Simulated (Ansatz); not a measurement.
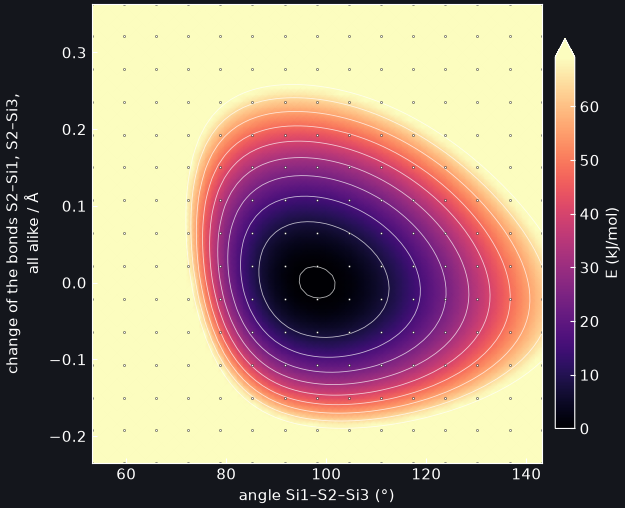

H₆SSi₂, SMILES [SiH3]S[SiH3]. First axis: angle Si1–S2–Si3. Second axis: change of the bonds S2–Si1, S2–Si3, all alike. Nothing is relaxed (all other coordinates rigid). The scan uses a 15 × 15 grid. Points are written as (first, second). All energies are given in kJ/mol relative to the lowest grid point. These are results of RKS PBE0-D4/def2-TZVP in Ansatz, not measurements.

In the figure: a smooth colour map with a few white contour lines, dots at the grid points, one colour for all values above the top of the scale. Between grid points the surface is interpolated.

### Estimate the position of the minimum and the force constants in these coordinates.

The interpolated minimum is at angle Si1–S2–Si3 ≈ 98.1°, the second coordinate ≈ 0.000 Å. The curvatures there are about 3.5 eV/rad² and 32 eV/Å², with a cross term of about 1.4 eV/(rad·Å). Round the minimum the two coordinates are weakly coupled (coupling 0.13 in units of the two stiffnesses). (1 eV is 96.5 kJ/mol.)
